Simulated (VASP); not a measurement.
Band structure of Y (relaxed from the fcc structure, space group Fm-3m). Level of theory: PBEsol GGA, VASP's PBE PAW potentials (set 64) (plane waves; VASP 6.6.1).

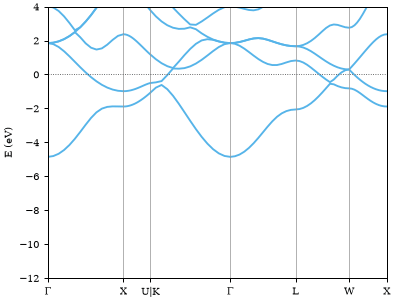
Figure: Bands along high-symmetry lines, zero at the valence-band maximum or, without a gap, the Fermi level

Problem. Read the plot: is there a gap, and where are the band edges?

Solution. It has no gap at this level: it comes out as a metal or semimetal. (Edges off the drawn lines would not show.)

The structure was generated: Y was put into the fcc type (Fm-3m), which need not be its known phase. It was relaxed first, which changed the volume by -7 %.
